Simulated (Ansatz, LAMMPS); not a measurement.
# Li+ PF6- in dimethoxyethane and ethylene carbonate, from a frame at 400 K (198 atoms): geometry optimisation

Wanted: the relaxed structure of Li+ PF6- in dimethoxyethane and ethylene carbonate, from a frame at 400 K (198 atoms) and its electronic structure.

Calculated with Ansatz 0.2.0; Kohn-Sham DFT, PBE+D3(BJ), PAW (set soft_2), plane waves.

### Step 1. The starting structure

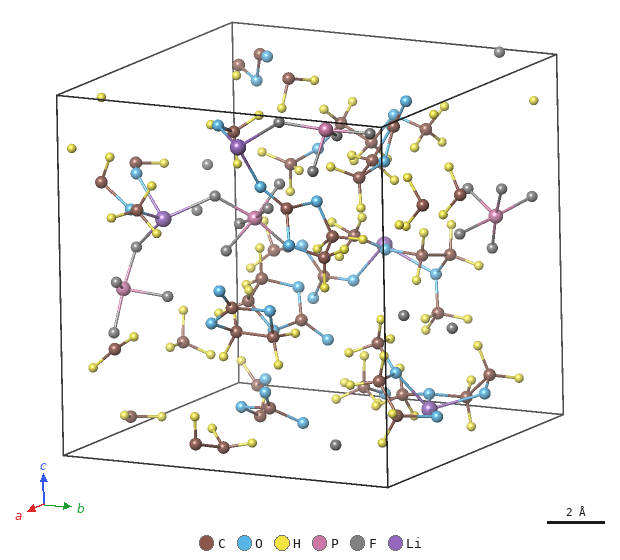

Start, viewed slightly off an axis; carbon brown, oxygen blue, hydrogen yellow, phosphorus pink, fluorine grey, lithium purple. Bonds to atoms that aren't drawn are left out. Some periodic images of atoms are drawn too.

The cell holds 198 atoms: 45 C, 33 O, 88 H, 4 P, 24 F and 4 Li. Its edges and angles: a = 13.146 Å, b = 13.146 Å, c = 13.146 Å, α = 90.0°, β = 90.0°, γ = 90.0°. 6 dimethoxyethane, 7 ethylene carbonate, 4 Li+, 4 PF6- placed at random, at 1.29 g/cm³; overlaps pushed apart, then 10 ps at 550 K with stiff harmonic cages for PF6 and BF4 with UFF radii; Joung-Cheatham ions (J. Phys. Chem. B 112, 9020 (2008)); MMFF94 bonds, angles, torsions, charges and radii (Halgren, J. Comput. Chem. 17, 490 (1996)) in harmonic and 12-6 forms; charges of ions scaled by 0.8. Snapshot after 30 ps at 400 K and fixed volume.

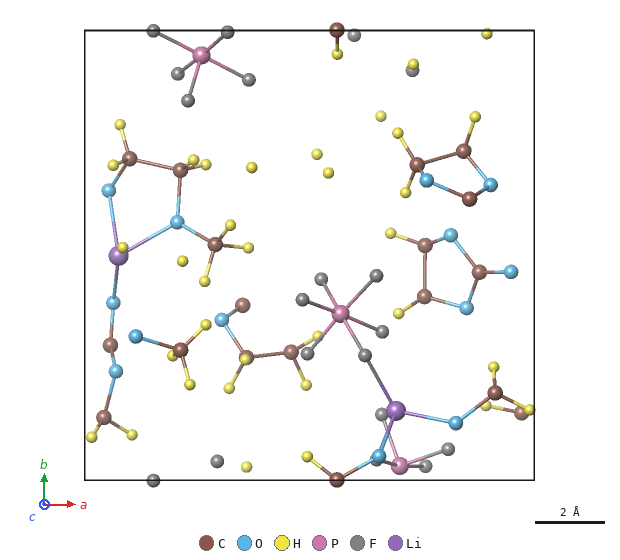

A slice 6 Å thick through the middle of the cell. Bonds to atoms that aren't drawn are left out.

Before any run, some limits are plain. The network of contacts between molecules at the start is that of the classical potential that made the cell. The density was typed from a rule of thumb and may lie off the real one at this temperature. Sampling is at Γ alone, for a cell whose shortest periodic width is 13 Å.

### Step 2. How the cell was made

A classical potential makes the cell, at a small fraction of what the same run would cost in DFT.

This step: classical MD, stiff harmonic cages for PF6 and BF4 with UFF radii; Joung-Cheatham ions (J. Phys. Chem. B 112, 9020 (2008)); MMFF94 bonds, angles, torsions, charges and radii (Halgren, J. Comput. Chem. 17, 490 (1996)) in harmonic and 12-6 forms; charges of ions scaled by 0.8 (LAMMPS 22 Jul 2025 - Update 4).

Input file in.lmp:

```
# Li+ PF6- in dimethoxyethane and ethylene carbonate
units real
atom_style full
boundary p p p
bond_style harmonic
angle_style harmonic
dihedral_style opls
improper_style harmonic
special_bonds lj 0 0 0.5 coul 0 0 0.75
read_data data.lmp
neigh_modify delay 0 every 1 check yes one 4000
comm_modify cutoff 12.0
timestep 0.5
thermo_style custom step time temp pe press density
thermo_modify norm yes
# push overlapping molecules apart
pair_style soft 2.6
pair_coeff * * 0.0
variable a equal ramp(1,60)
fix ad all adapt 1 pair soft a * * v_a
velocity all create 550 110787 mom yes dist gaussian
fix lim all nve/limit 0.03
fix lan all langevin 550 550 50 110788 zero yes
thermo 1000
run 3000 post no
unfix ad
pair_style lj/cut/coul/long 9.0
pair_modify mix arithmetic tail yes
pair_coeff 1 1 0.0678 3.3680   # C
pair_coeff 2 2 0.0763 3.0430   # O
pair_coeff 3 3 0.0216 2.5400   # H
pair_coeff 4 4 0.0763 2.9870   # O
pair_coeff 5 5 0.0678 3.4070   # C
pair_coeff 6 6 0.3050 3.6946   # P
# [... 20 lines left out ...]
compute msd all msd com yes
thermo 7500
fix md all nvt temp 400 400 100
run 30000 post no
print "== T400: mean square displacement over the hold $(c_msd[4]:%.2f) A^2"
unfix md
uncompute msd
write_dump all custom T400.dump id type xs ys zs modify sort id
```

Launch:

```console
lmp -in in.lmp -log none -nocite
```

Numbers of over 12 decimals in the logs are rounded to 6 here.

Output:

```text
LAMMPS (22 Jul 2025 - Update 4)
Reading data file ...
  orthogonal box = (0 0 0) to (13.14569 13.14569 13.14569)
  198 atoms
  orthogonal box = (0 0 0) to (13.14569 13.14569 13.14569)
  232 bonds
  275 angles
  259 dihedrals
  7 impropers
WARNING: Bond/angle/dihedral extent > half of periodic box length
   Step          Time           Temp          PotEng         Press         Density
         0   0              550            0.56757446     3889.2745      1.2900013
      1000   500            527.07305      1.9741118      18234.743      1.2900013
      2000   1000           526.47402      1.9085552      10990.857      1.2900013
      3000   1500           519.05861      1.8344484      12269.189      1.2900013
WARNING: Bond/angle/dihedral extent > half of periodic box length
Loop time of 0.32193 s on 1 MPI rank(s) for 3000 steps with 198 atoms
PPPM initialization ...
  G vector (1/distance) = 0.29853027
  grid = 8 8 8
  estimated relative force accuracy = 2.7189432e-05
WARNING: Bond/angle/dihedral extent > half of periodic box length
   Step          Time           Temp          PotEng         Press         Density
      3000   1500           519.05861     -0.032527897   -1037.7         1.2900013
[... 17 lines left out ...]
Loop time of 1.20096 s on 1 MPI rank(s) for 2000 steps with 198 atoms
WARNING: Bond/angle/dihedral extent > half of periodic box length
   Step          Time           Temp          PotEng         Press         Density
      2000   1000           520.0476      -1.6680637      1667.0533      1.2900013
[... 5 lines left out ...]
WARNING: Bond/angle/dihedral extent > half of periodic box length
Loop time of 6.29029 s on 1 MPI rank(s) for 10000 steps with 198 atoms
WARNING: Bond/angle/dihedral extent > half of periodic box length
   Step          Time           Temp          PotEng         Press         Density
[... 4 lines left out ...]
WARNING: Bond/angle/dihedral extent > half of periodic box length
Loop time of 3.13661 s on 1 MPI rank(s) for 5000 steps with 198 atoms
WARNING: Bond/angle/dihedral extent > half of periodic box length
   Step          Time           Temp          PotEng         Press         Density
[... 2 lines left out ...]
     30000   29000          414.19337     -2.1488953      8428.9353      1.2900013
     37500   36500          415.10044     -1.9837978      11322.946      1.2900013
     45000   44000          347.16005     -2.1805436     -1747.6393      1.2900013
     47000   46000          427.07154     -2.1966914      1137.6112      1.2900013
WARNING: Bond/angle/dihedral extent > half of periodic box length
Loop time of 18.6287 s on 1 MPI rank(s) for 30000 steps with 198 atoms
== T400: mean square displacement over the hold 16.92 A^2
```

Elapsed: 30 s, on 1 thread of Arm Neoverse V2, shared host; peak memory 0.12 GiB.

The input also reads data.lmp (atoms, bonds and types; not printed here).

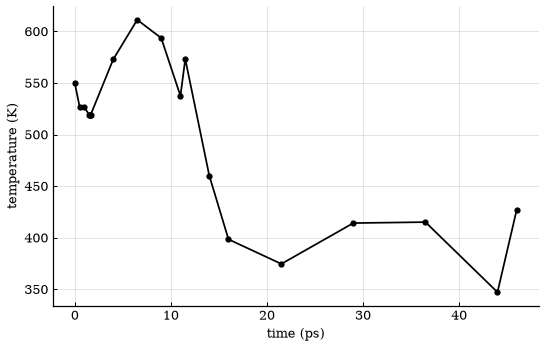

Temperature, plotted against time.

### Step 3. Single point at the start

The forces at the start show how far the geometry lies from a minimum of this functional.

Input file input.yaml:

```yaml
crystal:
  lattice:
    - [13.14569, 0.0, 0.0]
    - [0.0, 13.14569, 0.0]
    - [0.0, 0.0, 13.14569]
  atoms:
    - { symbol: C, position: [0.76783, 0.41764, 0.88865] }
    - { symbol: O, position: [0.87017, 0.42558, 0.92772] }
    - { symbol: C, position: [0.87455, 0.42635, 0.03479] }
    - { symbol: C, position: [0.98179, 0.39943, 0.06363] }
    - { symbol: O, position: [0.0436, 0.47456, 0.02072] }
    - { symbol: C, position: [0.14352, 0.46414, 0.05824] }
    - { symbol: H, position: [0.71676, 0.46872, 0.92869] }
    - { symbol: H, position: [0.74771, 0.33627, 0.89731] }
    - { symbol: H, position: [0.77518, 0.43144, 0.80291] }
    - { symbol: H, position: [0.84874, 0.50149, 0.04884] }
    - { symbol: H, position: [0.82587, 0.36594, 0.07281] }
    - { symbol: H, position: [0.99421, 0.40512, 0.14304] }
    - { symbol: H, position: [0.00527, 0.32954, 0.0307] }
    - { symbol: H, position: [0.1869, 0.53068, 0.02777] }
    - { symbol: H, position: [0.16391, 0.38937, 0.02198] }
    - { symbol: H, position: [0.14372, 0.46754, 0.14506] }
    - { symbol: C, position: [0.56124, 0.00082, 0.7241] }
    - { symbol: O, position: [0.65474, 0.05341, 0.718] }
    - { symbol: C, position: [0.73432, 0.97917, 0.72829] }
    - { symbol: C, position: [0.83374, 0.04226, 0.7292] }
    - { symbol: O, position: [0.82559, 0.12703, 0.65926] }
    - { symbol: C, position: [0.91299, 0.19413, 0.68037] }
    - { symbol: H, position: [0.56222, 0.94737, 0.66445] }
    - { symbol: H, position: [0.49532, 0.05252, 0.71434] }
    - { symbol: H, position: [0.5538, 0.96366, 0.79637] }
    - { symbol: H, position: [0.73502, 0.9341, 0.80143] }
    - { symbol: H, position: [0.73119, 0.92456, 0.66453] }
    - { symbol: H, position: [0.84595, 0.07626, 0.804] }
    - { symbol: H, position: [0.89462, 0.99294, 0.70741] }
    - { symbol: H, position: [0.9018, 0.23474, 0.74964] }
    - { symbol: H, position: [0.90968, 0.25178, 0.62052] }
    - { symbol: H, position: [0.98972, 0.1563, 0.67124] }
    [... 160 atom lines left out ...]
    - { symbol: F, position: [0.23022, 0.84391, 0.66053] }
    - { symbol: F, position: [0.20753, 0.90354, 0.49603] }
    - { symbol: Li, position: [0.46464, 0.84096, 0.09451] }
    - { symbol: Li, position: [0.96599, 0.53822, 0.89657] }
    - { symbol: Li, position: [0.07573, 0.49904, 0.44284] }
    - { symbol: Li, position: [0.69249, 0.1543, 0.60813] }
kpoints:
  mp_grid: { grid: [1, 1, 1] }
hamiltonian:
  xc: pbe
  dispersion: d3bj
scf:
  occupations: { method: fixed }
output:
  forces: true
  stress: true
  populations: true
  dos:
    method: { smearing: { sigma: 0.1 } }
    de: 0.1
    projected: { site_lists: { C: [C], F: [F], H: [H], Li: [Li], O: [O] } }
  eigenvalues: true
```

Launch:

```console
ansatz run input.yaml --threads 4 --pin off --max-ram 8192MiB --backend cpu --events-out ev --progress --plain --runs-dir out
```

Output:

```text
Engine: ansatz 0.2.0, aarch64-unknown-linux-gnu
Pseudopotentials: kind: paw
Pseudopotential: C, paw, valence charge 4, recommended cutoff 420 eV (normal), C.paw.azcp
Pseudopotential: O, paw, valence charge 6, recommended cutoff 420 eV (normal), O.paw.azcp
Pseudopotential: H, paw, valence charge 1, recommended cutoff 420 eV (normal), H.paw.azcp
Pseudopotential: P, paw, valence charge 5, recommended cutoff 420 eV (normal), P.paw.azcp
Pseudopotential: F, paw, valence charge 7, recommended cutoff 420 eV (normal), F.paw.azcp
Pseudopotential: Li, paw, valence charge 3, recommended cutoff 420 eV (normal), Li.paw.azcp
[... 5 lines on functional and potentials left out ...]
Crystal: 198 atoms, lattice volume = 2271.696 Å³
Basis set: ecut = 420 eV, 44299 PW (Γ), exchange–correlation on 180×180×180 points (8 copies of the dense FFT grid, shifted against one another)
Bands: 531, of which v1, the nominal top of the filled ones, is band 333 counted from 1 (332 counted from 0)
Symmetry: 1 space group operations
Space group: P1 (ITA 1), of the structure as read, at distance tolerance 1.3e-4 Å
k-points: 1
[... 13 lines on functional and potentials left out ...]
Initial density: superposition of atomic densities (neutral atoms: chi_scale 0, normalization atom), corrected by the library's trained network
Initial wavefunctions: pseudopotential atomic-orbital guess
Functional: x = pbe(κ = 0.804, μ = 0.219515), c = pbe(β = 0.066725)
SCF iter   1: F=—  HF=-54666.246724 eV  |F-HF|=—  |Δ(HF+E_count)|=         —  Δρ=5.57e-3  dr2=9.40e-1  ethr=1.77e-3  ⟨swp⟩=4.0  Hψ=2040  notcnv=0  defer=194
preconditioner: auto → Resta (q_TF=auto, 2.224 Å⁻¹)  ε∞=2.4  [insulator: Δε(μ)=4.595 eV  Ē_g=17.045 eV  n_scr=436 (ndim 8)  ℏωp=19.8 eV  f_vac=0.310  ε∞_Penn≈2.4]
SCF iter   2: F=—  HF=-54666.034234 eV  |F-HF|=—  |Δ(HF+E_count)|=   2.12e-1  Δρ=2.92e-3  dr2=2.22e-1  ethr=1.41e-4  ⟨swp⟩=3.0  Hψ=888  notcnv=0  defer=196
SCF iter   3: F=—  HF=-54666.001394 eV  |F-HF|=—  |Δ(HF+E_count)|=   3.28e-2  Δρ=1.63e-3  dr2=7.56e-2  ethr=3.33e-5  ⟨swp⟩=3.0  Hψ=642  notcnv=0  defer=196
SCF iter   4: F=—  HF=-54665.985558 eV  |F-HF|=—  |Δ(HF+E_count)|=   1.58e-2  Δρ=6.19e-4  dr2=1.04e-2  ethr=1.14e-5  ⟨swp⟩=3.0  Hψ=908  notcnv=0  defer=196
SCF iter   5: F=—  HF=-54665.983514 eV  |F-HF|=—  |Δ(HF+E_count)|=   2.04e-3  Δρ=2.72e-4  dr2=1.68e-3  ethr=1.57e-6  ⟨swp⟩=3.0  Hψ=720  notcnv=0  defer=196
SCF iter   6: F=—  HF=-54665.983249 eV  |F-HF|=—  |Δ(HF+E_count)|=   2.65e-4  Δρ=1.11e-4  dr2=2.41e-4  ethr=2.53e-7  ⟨swp⟩=2.0  Hψ=662  notcnv=0  defer=196
SCF iter   7: F=—  HF=-54665.983234 eV  |F-HF|=—  |Δ(HF+E_count)|=   1.51e-5  Δρ=3.21e-5  dr2=2.06e-5  ethr=3.61e-8  ⟨swp⟩=2.0  Hψ=654  notcnv=0  defer=196
SCF iter   8: F=—  HF=-54665.983762 eV  |F-HF|=—  |Δ(HF+E_count)|=   5.28e-4  Δρ=1.85e-5  dr2=6.67e-6  ethr=3.09e-9  ⟨swp⟩=3.0  Hψ=1030  notcnv=0  defer=196
SCF iter   9: F=—  HF=-54665.983761 eV  |F-HF|=—  |Δ(HF+E_count)|=   6.01e-7  Δρ=5.65e-6  dr2=6.40e-7  ethr=1.00e-9  ⟨swp⟩=3.0  Hψ=663  notcnv=0  defer=196
SCF iter  10: F=-54665.983761 eV  HF=-54665.983761 eV  |F-HF|=2.09e-8  |Δ(HF+E_count)|=   6.43e-8  Δρ=2.07e-6  dr2=9.01e-8  ethr=1.50e-11  ⟨swp⟩=22.0  Hψ=4581  notcnv=0
SCF 1 converged in 10 iterations: F = -54665.983761 eV  dr2 = 9.01e-8
  greatest PAW one-centre occupation: 1.000 electrons in one spin orbital (limit 2), on the Li atom at site 194 (counted from 0), in its partial waves of l = 0
SCF converged after 10 iterations
Free energy (F): -54665.983761 eV
Harris-Foulkes:  -54665.983761 eV  (|F-HF|=2.09e-8)
Internal energy: -54665.983761 eV  (E = F + TS)
E sigma→0 (E₀):  -54665.983761 eV
Fermi energy:    -0.502295 eV
--- Per-component energies (eV) ---
  E_band       = -6275.228127
  E_kinetic    = 16526.494975
  E_local      = -67106.110981  (includes V_loc(G=0)·N_el)
  E_nonlocal   = 4703.518786
  E_hartree    = 26189.631622
  E_xc         = -7587.065993
  E_vxc        = -9549.773698  (∫ρ·V_xc dr)
  E_paw        = -16922.379701  (= ΣΔE_a)
  E_vpaw       = -3228.631233  (= ΣTr[D̂ρ^β])
  E_aug_tail   = 0.009766  (compensation charges beyond the density's cutoff)
  E_ewald      = -10460.506910
  E_disp       = -9.575326  (pairwise vdW)
  E_smearing   = -0.000000  (= −TS)
  E_closure    = -0.000000  (closes the sum)
  Σ components = -54665.983761   (vs F -54665.983761, Δ=0.00e0)
--- Forces (eV/Å), atoms counted from 1 ---
  atom   1  C      1.28734335    -1.07341777    -1.67471664
  atom   2  O     -0.16403899    -0.50148754    -1.16942525
  atom   3  C     -0.34260939    -2.19209121     0.41587041
  atom   4  C     -0.76709004     1.91507127    -0.61723935
  atom   5  O     -0.38320067     1.67003149    -0.60642761
  atom   6  C      0.33251502     0.01312781    -0.21226878
  atom   7  H     -0.33468616     0.28909127    -0.02163109
  atom   8  H     -0.49567910     0.32085335     0.14192560
  atom   9  H     -0.45818736     0.08340368     1.54677588
  atom  10  H     -0.22157992     1.17414428     1.63109354
  atom  11  H      0.03597592     0.76376002    -0.62484085
  atom  12  H     -0.14235552    -0.59271174     1.52703124
  atom  13  H      0.03669931    -1.63822263    -0.10644659
  atom  14  H     -0.19697371    -0.90970082     0.14898263
[...]
atom 197  Li     0.51551356     0.30459887    -0.49423952
  atom 198  Li    -0.27306802     0.13854581     0.09993754
  max |Σ_I F_I| component: 1.48e-4 eV/Å
--- Stress (GPa, compression-positive) ---
        2.312596       0.637725       0.626842
        0.637725       1.396406      -0.485538
        0.626842      -0.485538       3.376415
  P = ⅓ Tr σ = 2.3618 GPa (23.618 kbar)
--- Band table (eV) ---
  k-point 0: bands = ["-44.3539", "-44.3209", "-44.1702", "-43.3180", [... 515 levels ...], "11.1774", "11.1941", "11.2485", "11.2639", "11.2845", "11.3104", "11.3160", "11.3678", "11.4031", "11.4408", "11.4447", "11.4828"]
--- Löwdin populations: 198 sites ---
  site symbol       q [e]
     0      C      4.2230
     1      O      6.3761
     2      C      4.0640
[...]
197     Li      2.2101
  spilling = 0.012702 (of n_electrons = 666.000000)
```

Wall time 49 s (4 threads of Arm Neoverse V2, shared host); peak memory 3.3 GiB.

The run gave:

```
free energy                                      : -54665.9838 eV
free energy per atom                             : -276.0908 eV/atom
SCF cycles                                       : 10
pressure                                         : 2.362 GPa
r.m.s. force component                           : 1.078 eV/Å
longest force                                    : 5.735 eV/Å
Fermi energy                                     : -0.5023 eV
gap (highest filled to lowest empty level) : 3.944 eV
spilling of the projection                       : 0.0127
```

The r.m.s. force component of 1.1 eV/Å and the pressure of 2.4 GPa set the starting point.

Length of the force by element:

```tsv
element	coordination	atoms	mean length of the force (eV/Å)	spread	least	most
C	all	45	2.32	1.14	0.395	5.73
F	all	24	1.79	0.959	0.401	3.91
H	all	88	1.09	0.511	0.142	2.57
Li	all	4	0.490	0.180	0.322	0.776
O	all	33	1.94	0.697	0.683	3.68
P	all	4	2.03	1.08	0.286	3.25
```

(Part 1 of 3 ends here.)

[Logs are printed without paths, hosts, clocks, repeated set-up lines and the standing remarks that a program may print on its own settings, such as how far it seeks lower states.]

[Hosts, paths, dates, database ids (printed as entryN), source tags and the programs' standing remarks are cut or masked in the printed files.]

[The MMFF94 radii named for the starting cell were scaled by 0.96; in molecules described by MMFF94, hydrogen bound to N, O or S took a small fixed 12-6 site in their place.]
